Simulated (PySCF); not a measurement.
```xyz
21

C    -2.8824   -1.1828    0.0001
C    -2.2533    0.0756   -0.6052
C    -2.8799    1.3422   -0.0137
C    -0.8195    0.0743   -0.3718
C     0.3684    0.0855   -0.1659
C     1.7375    0.0293    0.1033
C     2.7460    0.7978   -0.3486
C     3.9903    0.2435    0.2891
Si    2.8777   -1.0691    1.1582
H    -3.9522   -1.2020   -0.1990
H    -2.7271   -1.2002    1.0771
H    -2.4308   -2.0764   -0.4257
H    -2.4243    0.0709   -1.6902
H    -2.7250    1.3706    1.0631
H    -2.4265    2.2302   -0.4491
H    -3.9496    1.3610   -0.2135
H     2.7050    1.6384   -1.0254
H     4.5052    0.9648    0.9243
H     4.7177   -0.1202   -0.4372
H     3.0542   -2.4553    0.7284
H     2.7595   -0.9612    2.6115
```

Geometry: GFN2-xTB.

All numbers below come from PBE0/pcSseg-1, SCF density, gas phase, non-relativistic in PySCF.

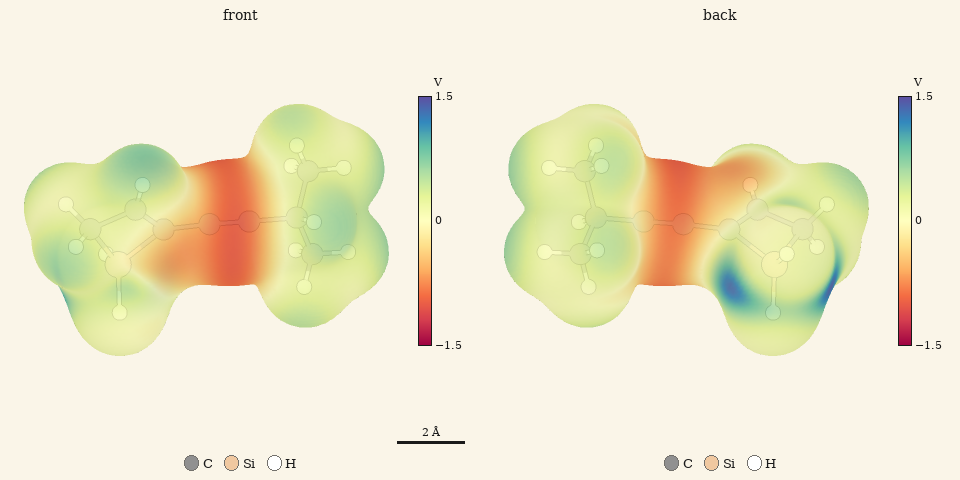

C$_{8}$H$_{12}$Si (SMILES CC(C)C#CC1=CC[SiH2]1). The molecular electrostatic potential painted on the density surface at 0.002 e/bohr³, seen from the front and from behind; red is negative and blue positive.

Q: Which sites attract a positive test charge, and which a negative one?

A: A positive charge is drawn to the negative regions and a negative charge to the positive ones. The most negative region (about −1.0 V) lies over C4 and C5, the most positive (about +1.3 V) over Si9.
